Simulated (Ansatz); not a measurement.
## Electronic structure of CH$_{4}$OSi (SMILES C[SiH][O-]) (charge −1, doublet) in real space

Input file:

```
basis:
  gaussian: {orbitals: def2-TZVPD}
crystal:
  periodic: [false, false, false]
  atoms:
    - {symbol: C, position_ang: [-1.822871, -1.781416, -0.501005]}
    - {symbol: O, position_ang: [-0.317980, -0.273186, 1.600622]}
    - {symbol: Si, position_ang: [-0.579904, -0.400574, 0.028825]}
    - {symbol: H, position_ang: [-2.826291, -1.602773, -0.080068]}
    - {symbol: H, position_ang: [-1.915688, -1.831754, -1.600916]}
    - {symbol: H, position_ang: [-1.483423, -2.771333, -0.140567]}
    - {symbol: H, position_ang: [0.660936, -0.762630, -0.821048]}
total_charge: -1
magnetization: {spin_polarized: true, initial_magnetization: 1}
hamiltonian: {xc: {name: PBE0}}
output: {forces: true, orbitals: {seedname: orbitals}}
```

Command:

```sh
ansatz run input.yaml --threads 2 --pin off --max-ram 4350MiB --events-out events.jsonl --progress --plain --runs-dir runs
```

Geometry: r2SCAN-D4/def2-SVPD; the highest occupied orbital lies above zero, a sign that basis and functional describe the outermost electron poorly.

All numbers below come from Ansatz, isolated molecule in a Gaussian basis; Kohn-Sham density functional theory, functional PBE0.

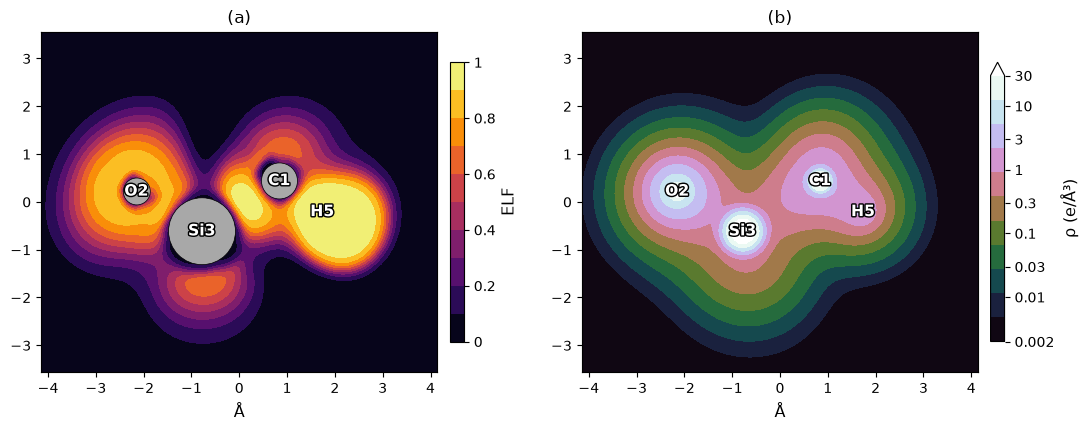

Figure 1. (a) electron localisation function; (b) electron density on the plane of atoms Si3, C1 and H5. Grey discs cover the atomic cores in the ELF map.

### What does the map show?

- The plane passes through C, O, Si and H nuclei.
- Si–O (1.60 Å): the density is about 1.3 e/Å³ at the midpoint; the ELF peaks at about 0.85 between the atoms (a short, strongly polar bond).
- C–Si (1.93 Å): ρ is about 0.86 e/Å³ halfway; the ELF peaks at about 0.95 between the atoms, as expected for a covalent bond.
- C–H (1.10 Å): the density is about 1.9 e/Å³ at the midpoint; the ELF climbs to about 1 towards the hydrogen, as it does in any bond to H (a covalent bond by its length).
- The ELF also peaks beside O2, away from the bonds: non-bonding electrons, paired or unpaired.

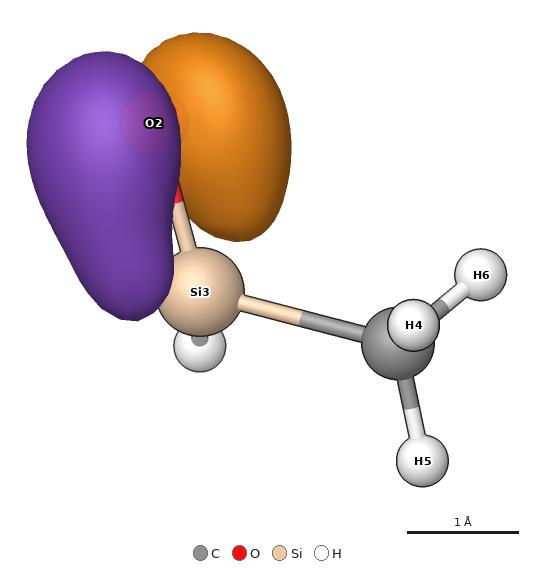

Figure 2. The HOMO−1 (β) at ±0.2 Å⁻³ᐟ² (orange and purple are the two phases), seen at an oblique angle.

### Where does this orbital lie, and at what energy?

Its weight (Hirshfeld) is mainly on O2 (about 70 %) and Si3 (about 25 %). Its energy is −1.88 eV.
